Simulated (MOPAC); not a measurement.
**SiH$_{2}$SClO$_{2}$: geometry relaxation (part 2 of 3)**

The same run, continued: SiH$_{2}$SClO$_{2}$, multiplicity 2, SMILES O[Si](O)([S])Cl; PM6-DH+, unrestricted, dispersion DH+ (MOPAC 23.2.5). The atoms were displaced at random from an optimised geometry.

Geometry of the input (Å):
```
O  -0.7220  0.3967  1.0675
Si 0.0015  -0.0381  -0.2938
O  0.9825  -1.2892  0.0736
S  -1.2526  -0.5009  -1.8999
Cl 1.0625  1.5726  -1.0643
H  -1.3360  1.1183  1.0479
H  1.2882  -1.3459  0.9757
```

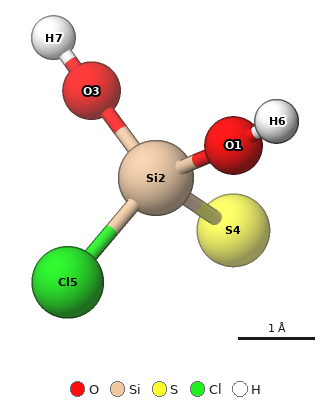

Figure 1. The geometry at step 16 of the log (ball-and-stick view, seen at a tilt; atoms are numbered from 1 in the order of the input).

### Output, continued
```
          BONDING CONTRIBUTION OF EACH BETA  M.O.

  0.7248  0.7030  0.1435  0.2959  0.7534  0.8620  0.4940  0.4941  0.4227  0.4042
  0.6595  0.2797  0.1751  0.6826  0.2331 -0.1135 -0.8117 -0.2939 -0.3425 -0.1504
 -0.0408 -0.0403 -0.2172 -0.3516 -0.3716 -0.2748 -0.5589 -0.6730 -0.7102 -0.7918
 -0.8262 -0.7543 -0.0023 -0.0009 -0.0013 -0.0002 -0.0001

            (VALENCIES)   BOND ORDERS

     1  O     (2.395)     2 Si 1.506     6  H 0.863     5 Cl 0.023     4  S 0.019     3  O 0.012

     2 Si     (5.395)     1  O 1.506     3  O 1.506     5 Cl 1.274     4  S 1.157

     3  O     (2.395)     2 Si 1.506     7  H 0.863     5 Cl 0.023     4  S 0.019     1  O 0.012

     4  S     (2.198)     2 Si 1.157     5 Cl 0.049     1  O 0.019     3  O 0.019

     5 Cl     (1.357)     2 Si 1.274     4  S 0.049     1  O 0.023     3  O 0.023

     6  H     (0.870)     1  O 0.863

     7  H     (0.870)     3  O 0.863

 *                    *
 * JOB ENDED NORMALLY *
 *                    *

 TOTAL JOB TIME:             0.52 SECONDS

 == MOPAC DONE ==
```

### Trajectory as extended XYZ (Å, eV, eV/Å), 61 frames, from step=0 to step=60
```
7
Properties=species:S:1:pos:R:3:forces:R:3 step=0 energy=-7.15584
O    -0.7220    0.3967    1.0675   -0.3531   0.3480  -0.1406
Si    0.0015   -0.0381   -0.2938    1.0280   0.5512  -2.3027
O     0.9825   -1.2892    0.0736   -0.3347   0.5560   0.2388
S    -1.2526   -0.5009   -1.8999    0.2018  -0.0981   0.5645
Cl    1.0625    1.5726   -1.0643   -0.5466  -0.9811   0.6529
H    -1.3360    1.1183    1.0479   -0.4903   0.3103   0.8105
H     1.2882   -1.3459    0.9757    0.4949  -0.6863   0.1765
7
Properties=species:S:1:pos:R:3:forces:R:3 step=1 energy=-7.30282
O    -0.7270    0.4039    1.0677    0.3030  -0.0271  -1.4130
Si    0.0178   -0.0248   -0.3691    0.5668   0.3587   1.0959
O     0.9781   -1.2752    0.0839   -0.3846   0.6839   0.1332
S    -1.2503   -0.5038   -1.8729   -0.4540  -0.3687  -0.3961
Cl    1.0520    1.5509   -1.0361   -0.0434  -0.2375   0.1576
H    -1.3437    1.1253    1.0778   -0.2325   0.0802   0.5375
H     1.2964   -1.3623    0.9822    0.2447  -0.4895  -0.1150
7
Properties=species:S:1:pos:R:3:forces:R:3 step=2 energy=-7.42139
O    -0.7191    0.4038    0.9790   -0.9243   1.0510   0.0247
Si    0.0458   -0.0021   -0.3622   -0.3326  -0.4944   0.0060
O     0.9691   -1.2424    0.0782    0.2153   0.0935   0.6921
S    -1.2637   -0.5124   -1.8561   -0.1890  -0.3012  -0.1639
Cl    1.0399    1.5214   -1.0057    0.7209   0.7991  -0.3569
H    -1.3535    1.1334    1.1515    0.4154  -0.7052   0.2996
H     1.3103   -1.3967    0.9725    0.0942  -0.4429  -0.5016
7
Properties=species:S:1:pos:R:3:forces:R:3 step=3 energy=-7.53843
O    -0.7283    0.4274    0.9427   -0.7810   0.8473  -0.0095
Si    0.0547   -0.0193   -0.3614   -0.7612   0.3243  -0.2053
O     0.9705   -1.2322    0.1043   -0.0967   0.2342  -0.1814
S    -1.2788   -0.5213   -1.8592    0.0306  -0.2711   0.0162
Cl    1.0490    1.5342   -0.9991    0.5326   0.3926  -0.2526
H    -1.3487    1.1045    1.2351    0.4377  -0.6743   0.1169
H     1.3201   -1.4378    0.9046    0.6379  -0.8531   0.5158
7
Properties=species:S:1:pos:R:3:forces:R:3 step=4 energy=-7.72296
O    -0.7544    0.4796    0.8958   -0.2919   0.2507  -0.3070
Si    0.0524   -0.0334   -0.3556   -0.8968   1.3105  -0.1948
O     0.9715   -1.2155    0.0973    0.3234  -0.2816   0.6015
S    -1.2968   -0.5506   -1.8568    0.2321  -0.2240   0.1816
Cl    1.0768    1.5575   -0.9869    0.1753  -0.2287  -0.0634
H    -1.3313    1.0320    1.3540    0.2151  -0.3550   0.0802
H     1.3514   -1.5380    0.8833    0.2429  -0.4721  -0.2980
7
Properties=species:S:1:pos:R:3:forces:R:3 step=5 energy=-7.86017
O    -0.7854    0.5285    0.8133   -0.8580   0.4659   0.8221
Si    0.0321    0.0057   -0.3613    0.7595  -0.4855   0.2417
O     0.9866   -1.2186    0.1152   -0.6290   0.7867  -0.0699
S    -1.3163   -0.5926   -1.8386    0.2230  -0.1294   0.1416
Cl    1.1119    1.5741   -0.9662    0.1121  -0.2415  -0.1167
H    -1.3041    0.9245    1.4996    0.4809  -0.4474  -0.5675
H     1.3967   -1.6812    0.8002   -0.0886   0.0512  -0.4513
7
Properties=species:S:1:pos:R:3:forces:R:3 step=6 energy=-7.93540
O    -0.8118    0.5541    0.8304    0.0745  -0.2178  -0.3490
Si    0.0361    0.0219   -0.3507    0.1948  -0.5407   0.1317
O     0.9787   -1.1915    0.1022   -0.3916   0.3977   0.2090
S    -1.3136   -0.6123   -1.8402    0.3895  -0.0038   0.3530
Cl    1.1237    1.5594   -0.9633    0.1968  -0.0208  -0.1584
H    -1.2876    0.8744    1.4892   -0.2604   0.1389   0.3982
H     1.4106   -1.7287    0.7301   -0.2036   0.2464  -0.5845
7
Properties=species:S:1:pos:R:3:forces:R:3 step=7 energy=-7.94057
O    -0.8489    0.5878    0.7837   -0.2094  -0.1878   0.5650
Si    0.0479    0.0132   -0.3443   -0.6461   0.6645  -0.1034
O     0.9546   -1.1311    0.0921    0.6788  -1.3122   0.9273
S    -1.3092   -0.6331   -1.8136    0.3052  -0.0568   0.1957
Cl    1.1441    1.5482   -0.9494    0.2377   0.0749  -0.2184
H    -1.2753    0.8087    1.5756    0.1705  -0.0375  -0.5002
H     1.4336   -1.8076    0.6032   -0.5367   0.8550  -0.8661
7
Properties=species:S:1:pos:R:3:forces:R:3 step=8 energy=-8.01442
O    -0.8442    0.5605    0.8068    0.1020  -0.1844  -0.1145
Si    0.0359    0.0149   -0.3460   -0.0620   0.5871   0.1142
O     0.9506   -1.1515    0.0973    0.0390  -0.2441   0.2981
S    -1.2920   -0.6189   -1.8062    0.0205  -0.1832  -0.1047
Cl    1.1422    1.5508   -0.9647    0.0839  -0.0916  -0.1025
H    -1.2823    0.8367    1.5224   -0.1914   0.1099   0.2106
H     1.4167   -1.7509    0.6020    0.0079   0.0063  -0.3011
7
Properties=species:S:1:pos:R:3:forces:R:3 step=9 energy=-8.03956
O    -0.8570    0.5618    0.8141    0.1149  -0.1002  -0.0520
Si    0.0334    0.0377   -0.3390    0.0146  -0.0562   0.0462
O     0.9437   -1.1518    0.1030   -0.1960   0.1424   0.0293
S    -1.2888   -0.6320   -1.8108    0.1566  -0.0548   0.0875
Cl    1.1529    1.5489   -0.9711    0.0742  -0.0139  -0.0724
H    -1.2801    0.8176    1.5513   -0.1782   0.0978   0.1383
H     1.4242   -1.7706    0.5484    0.0140  -0.0152  -0.1769
7
Properties=species:S:1:pos:R:3:forces:R:3 step=10 energy=-8.05692
O    -0.8772    0.5617    0.8191    0.1412  -0.0169   0.0273
Si    0.0289    0.0538   -0.3314   -0.0118  -0.0552   0.0237
O     0.9236   -1.1349    0.1042   -0.0255  -0.0401  -0.0184
S    -1.2743   -0.6454   -1.8024    0.0914  -0.0286   0.0447
Cl    1.1687    1.5439   -0.9793   -0.0004   0.0028  -0.0148
H    -1.2802    0.7943    1.5819   -0.1494   0.0795   0.0349
H     1.4323   -1.7937    0.4541   -0.0455   0.0585  -0.0974
7
Properties=species:S:1:pos:R:3:forces:R:3 step=11 energy=-8.06111
O    -0.8789    0.5595    0.8272    0.1386   0.0290   0.0149
Si    0.0272    0.0581   -0.3278   -0.0942   0.0013   0.0332
O     0.9147   -1.1321    0.1023   -0.0083  -0.0213  -0.0595
S    -1.2661   -0.6486   -1.8020    0.0632  -0.0218   0.0341
Cl    1.1709    1.5412   -0.9832   -0.0121   0.0193   0.0019
H    -1.2868    0.7994    1.5876   -0.1161   0.0498  -0.0077
H     1.4309   -1.7891    0.4256    0.0288  -0.0563  -0.0168
7
Properties=species:S:1:pos:R:3:forces:R:3 step=12 energy=-8.06454
O    -0.8772    0.5610    0.8344    0.0963   0.0629   0.0266
Si    0.0225    0.0615   -0.3237   -0.0130   0.0132   0.0021
O     0.9079   -1.1316    0.0976   -0.0001  -0.0184  -0.0696
S    -1.2581   -0.6531   -1.8016    0.0202  -0.0214   0.0135
Cl    1.1725    1.5401   -0.9852   -0.0453   0.0050   0.0260
H    -1.2950    0.8057    1.5885   -0.0993   0.0393  -0.0120
H     1.4306   -1.7899    0.4029    0.0411  -0.0807   0.0134
7
Properties=species:S:1:pos:R:3:forces:R:3 step=13 energy=-8.06933
O    -0.8693    0.5682    0.8462    0.0249   0.0779   0.0123
Si    0.0172    0.0647   -0.3189    0.0303  -0.0006  -0.0036
O     0.9001   -1.1346    0.0872    0.0033  -0.0099  -0.0560
S    -1.2479   -0.6604   -1.8035   -0.0135  -0.0079   0.0184
Cl    1.1703    1.5387   -0.9843   -0.0438   0.0251   0.0274
H    -1.3113    0.8227    1.5848   -0.0481   0.0155  -0.0313
H     1.4298   -1.7915    0.3808    0.0470  -0.1000   0.0326
7
Properties=species:S:1:pos:R:3:forces:R:3 step=14 energy=-8.07447
O    -0.8619    0.5781    0.8508   -0.0327   0.0617   0.0087
Si    0.0145    0.0646   -0.3164    0.0846  -0.0150  -0.0046
O     0.8971   -1.1397    0.0777    0.0063  -0.0248  -0.0232
S    -1.2427   -0.6659   -1.8036   -0.0297  -0.0076   0.0201
Cl    1.1668    1.5397   -0.9803   -0.0291   0.0358   0.0185
H    -1.3237    0.8359    1.5770   -0.0120   0.0080  -0.0337
H     1.4301   -1.7976    0.3722    0.0126  -0.0581   0.0143
7
Properties=species:S:1:pos:R:3:forces:R:3 step=15 energy=-8.08241
O    -0.8578    0.5869    0.8495   -0.0386   0.0327  -0.0079
Si    0.0156    0.0625   -0.3161    0.0686  -0.0183   0.0066
O     0.8973   -1.1456    0.0711    0.0015  -0.0374  -0.0041
S    -1.2422   -0.6691   -1.8021   -0.0142  -0.0164   0.0339
Cl    1.1635    1.5425   -0.9755   -0.0003   0.0456   0.0079
H    -1.3305    0.8436    1.5688    0.0012   0.0106  -0.0262
H     1.4304   -1.8043    0.3724   -0.0182  -0.0168  -0.0101
7
Properties=species:S:1:pos:R:3:forces:R:3 step=16 energy=-8.09255
O    -0.8572    0.5930    0.8459   -0.0235   0.0161  -0.0203
Si    0.0177    0.0611   -0.3160    0.0373  -0.0143   0.0101
O     0.8971   -1.1505    0.0667   -0.0029  -0.0345  -0.0066
S    -1.2424   -0.6716   -1.7989    0.0034  -0.0284   0.0462
Cl    1.1622    1.5457   -0.9719    0.0181   0.0428   0.0108
H    -1.3337    0.8467    1.5633    0.0014   0.0156  -0.0189
H     1.4305   -1.8100    0.3705   -0.0338   0.0027  -0.0213
7
Properties=species:S:1:pos:R:3:forces:R:3 step=17 energy=-8.10376
O    -0.8581    0.5964    0.8424   -0.0071   0.0136  -0.0333
Si    0.0195    0.0603   -0.3160    0.0015  -0.0068   0.0112
O     0.8964   -1.1541    0.0636   -0.0082  -0.0164  -0.0243
S    -1.2426   -0.6735   -1.7955    0.0170  -0.0396   0.0592
Cl    1.1622    1.5486   -0.9697    0.0289   0.0344   0.0224
H    -1.3352    0.8483    1.5599   -0.0008   0.0176  -0.0152
H     1.4299   -1.8132    0.3681   -0.0313  -0.0029  -0.0202
7
Properties=species:S:1:pos:R:3:forces:R:3 step=18 energy=-8.11521
O    -0.8559    0.5964    0.8410   -0.1052   0.0713   0.0497
Si    0.0150    0.0612   -0.3162    0.1340  -0.0626  -0.0155
O     0.8960   -1.1518    0.0605    0.0061  -0.0585  -0.0330
S    -1.2410   -0.6750   -1.7937   -0.0141  -0.0636   0.0466
Cl    1.1635    1.5477   -0.9681    0.0321   0.0486   0.0322
H    -1.3355    0.8485    1.5601    0.0189   0.0103  -0.0373
H     1.4302   -1.8140    0.3677   -0.0719   0.0545  -0.0427
7
Properties=species:S:1:pos:R:3:forces:R:3 step=19 energy=-8.12516
O    -0.8583    0.5992    0.8375   -0.0646   0.0503   0.0070
Si    0.0177    0.0603   -0.3165    0.0595  -0.0255  -0.0057
O     0.8950   -1.1555    0.0573    0.0096  -0.0211  -0.0467
S    -1.2416   -0.6770   -1.7899   -0.0039  -0.0638   0.0598
Cl    1.1642    1.5511   -0.9662    0.0376   0.0275   0.0452
H    -1.3360    0.8498    1.5575    0.0100   0.0143  -0.0285
H     1.4284   -1.8155    0.3652   -0.0482   0.0183  -0.0313
7
Properties=species:S:1:pos:R:3:forces:R:3 step=20 energy=-8.13379
O    -0.8613    0.6020    0.8343   -0.0196   0.0232  -0.0426
Si    0.0195    0.0599   -0.3171   -0.0092   0.0231   0.0092
O     0.8943   -1.1575    0.0524    0.0199  -0.0003  -0.0459
S    -1.2423   -0.6802   -1.7857   -0.0032  -0.0616   0.0634
Cl    1.1662    1.5538   -0.9634    0.0395   0.0108   0.0532
H    -1.3358    0.8509    1.5556   -0.0037   0.0209  -0.0145
H     1.4259   -1.8159    0.3623   -0.0237  -0.0161  -0.0228
7
Properties=species:S:1:pos:R:3:forces:R:3 step=21 energy=-8.14030
O    -0.8623    0.6032    0.8324   -0.0233   0.0185  -0.0520
Si    0.0197    0.0602   -0.3174   -0.0198   0.0170   0.0102
O     0.8942   -1.1580    0.0498    0.0301   0.0114  -0.0501
S    -1.2426   -0.6819   -1.7837   -0.0067  -0.0576   0.0719
Cl    1.1673    1.5548   -0.9618    0.0458   0.0082   0.0570
H    -1.3358    0.8515    1.5548   -0.0048   0.0222  -0.0137
H     1.4250   -1.8165    0.3611   -0.0213  -0.0197  -0.0232
7
Properties=species:S:1:pos:R:3:forces:R:3 step=22 energy=-8.14486
O    -0.8636    0.6039    0.8303   -0.0358   0.0191  -0.0431
Si    0.0190    0.0604   -0.3177   -0.0017   0.0106   0.0058
O     0.8951   -1.1575    0.0472    0.0349   0.0138  -0.0472
S    -1.2433   -0.6835   -1.7815   -0.0166  -0.0556   0.0696
Cl    1.1689    1.5553   -0.9600    0.0455   0.0053   0.0584
H    -1.3356    0.8521    1.5542   -0.0048   0.0226  -0.0170
H     1.4240   -1.8170    0.3600   -0.0215  -0.0157  -0.0265
7
Properties=species:S:1:pos:R:3:forces:R:3 step=23 energy=-8.14828
O    -0.8651    0.6046    0.8282   -0.0429   0.0173  -0.0358
Si    0.0186    0.0609   -0.3181    0.0098   0.0014   0.0029
O     0.8961   -1.1570    0.0445    0.0363   0.0173  -0.0422
S    -1.2443   -0.6852   -1.7794   -0.0229  -0.0511   0.0680
Cl    1.1706    1.5556   -0.9581    0.0456   0.0046   0.0571
H    -1.3357    0.8530    1.5534   -0.0050   0.0226  -0.0204
H     1.4231   -1.8176    0.3588   -0.0208  -0.0122  -0.0295
7
Properties=species:S:1:pos:R:3:forces:R:3 step=24 energy=-8.15093
O    -0.8669    0.6053    0.8260   -0.0423   0.0127  -0.0336
Si    0.0185    0.0612   -0.3186    0.0121  -0.0010   0.0034
O     0.8974   -1.1562    0.0419    0.0368   0.0181  -0.0354
S    -1.2455   -0.6870   -1.7772   -0.0267  -0.0457   0.0656
Cl    1.1724    1.5560   -0.9561    0.0445   0.0038   0.0544
H    -1.3359    0.8539    1.5525   -0.0063   0.0227  -0.0229
H     1.4221   -1.8183    0.3573   -0.0181  -0.0106  -0.0315
7
Properties=species:S:1:pos:R:3:forces:R:3 step=25 energy=-8.15297
O    -0.8690    0.6059    0.8237   -0.0345   0.0066  -0.0353
Si    0.0187    0.0614   -0.3192    0.0064   0.0038   0.0057
O     0.8990   -1.1554    0.0394    0.0358   0.0162  -0.0279
S    -1.2471   -0.6887   -1.7750   -0.0277  -0.0402   0.0627
Cl    1.1744    1.5564   -0.9540    0.0419   0.0023   0.0511
H    -1.3363    0.8550    1.5513   -0.0087   0.0227  -0.0242
H     1.4211   -1.8189    0.3556   -0.0130  -0.0113  -0.0320
7
Properties=species:S:1:pos:R:3:forces:R:3 step=26 energy=-8.15468
O    -0.8711    0.6062    0.8212   -0.0312   0.0048  -0.0286
Si    0.0188    0.0618   -0.3198    0.0080   0.0014   0.0040
O     0.9007   -1.1544    0.0370    0.0306   0.0168  -0.0221
S    -1.2488   -0.6905   -1.7726   -0.0277  -0.0346   0.0589
Cl    1.1765    1.5568   -0.9519    0.0385   0.0014   0.0471
H    -1.3368    0.8562    1.5498   -0.0102   0.0219  -0.0274
H     1.4203   -1.8195    0.3536   -0.0080  -0.0117  -0.0319
7
Properties=species:S:1:pos:R:3:forces:R:3 step=27 energy=-8.15615
O    -0.8733    0.6065    0.8186   -0.0237   0.0021  -0.0271
Si    0.0190    0.0621   -0.3205    0.0055   0.0040   0.0065
O     0.9024   -1.1533    0.0347    0.0285   0.0114  -0.0154
S    -1.2508   -0.6922   -1.7702   -0.0271  -0.0296   0.0537
Cl    1.1787    1.5571   -0.9496    0.0344   0.0004   0.0425
H    -1.3375    0.8576    1.5478   -0.0128   0.0213  -0.0279
H     1.4197   -1.8203    0.3513   -0.0048  -0.0096  -0.0323
7
Properties=species:S:1:pos:R:3:forces:R:3 step=28 energy=-8.15743
O    -0.8754    0.6067    0.8158   -0.0228   0.0044  -0.0158
Si    0.0192    0.0625   -0.3211    0.0117  -0.0051   0.0027
O     0.9043   -1.1523    0.0326    0.0189   0.0149  -0.0129
S    -1.2529   -0.6940   -1.7676   -0.0245  -0.0236   0.0496
Cl    1.1810    1.5575   -0.9472    0.0301   0.0000   0.0373
H    -1.3386    0.8592    1.5455   -0.0140   0.0197  -0.0304
H     1.4193   -1.8210    0.3486    0.0005  -0.0103  -0.0305
7
Properties=species:S:1:pos:R:3:forces:R:3 step=29 energy=-8.15859
O    -0.8778    0.6070    0.8133   -0.0033  -0.0045  -0.0323
Si    0.0198    0.0624   -0.3221   -0.0100   0.0202   0.0169
O     0.9059   -1.1509    0.0304    0.0304  -0.0095  -0.0022
S    -1.2551   -0.6958   -1.7649   -0.0234  -0.0200   0.0417
Cl    1.1833    1.5580   -0.9448    0.0252  -0.0028   0.0321
H    -1.3400    0.8609    1.5426   -0.0188   0.0201  -0.0243
H     1.4193   -1.8219    0.3456   -0.0001  -0.0036  -0.0320
7
Properties=species:S:1:pos:R:3:forces:R:3 step=30 energy=-8.15922
O    -0.8778    0.6070    0.8132   -0.0082  -0.0075  -0.0353
Si    0.0198    0.0624   -0.3221   -0.0094   0.0146   0.0168
O     0.9059   -1.1509    0.0304    0.0354  -0.0043  -0.0030
S    -1.2552   -0.6958   -1.7648   -0.0266  -0.0159   0.0453
Cl    1.1833    1.5580   -0.9447    0.0273  -0.0030   0.0321
H    -1.3400    0.8610    1.5425   -0.0184   0.0202  -0.0242
H     1.4193   -1.8219    0.3455   -0.0001  -0.0042  -0.0316
7
Properties=species:S:1:pos:R:3:forces:R:3 step=31 energy=-8.15958
O    -0.8778    0.6069    0.8131   -0.0120  -0.0095  -0.0365
Si    0.0197    0.0624   -0.3221   -0.0083   0.0112   0.0164
O     0.9060   -1.1509    0.0303    0.0388  -0.0007  -0.0035
S    -1.2553   -0.6958   -1.7648   -0.0290  -0.0132   0.0472
Cl    1.1834    1.5580   -0.9447    0.0284  -0.0034   0.0321
H    -1.3401    0.8610    1.5424   -0.0179   0.0202  -0.0244
H     1.4193   -1.8219    0.3454    0.0001  -0.0047  -0.0313
7
Properties=species:S:1:pos:R:3:forces:R:3 step=32 energy=-8.15979
O    -0.8780    0.6069    0.8130   -0.0119  -0.0127  -0.0408
Si    0.0198    0.0623   -0.3221   -0.0113   0.0162   0.0183
O     0.9062   -1.1507    0.0303    0.0446  -0.0033  -0.0019
S    -1.2553   -0.6957   -1.7647   -0.0317  -0.0119   0.0476
Cl    1.1835    1.5580   -0.9447    0.0286  -0.0047   0.0325
H    -1.3400    0.8610    1.5424   -0.0181   0.0204  -0.0240
H     1.4193   -1.8220    0.3455   -0.0003  -0.0040  -0.0317
```
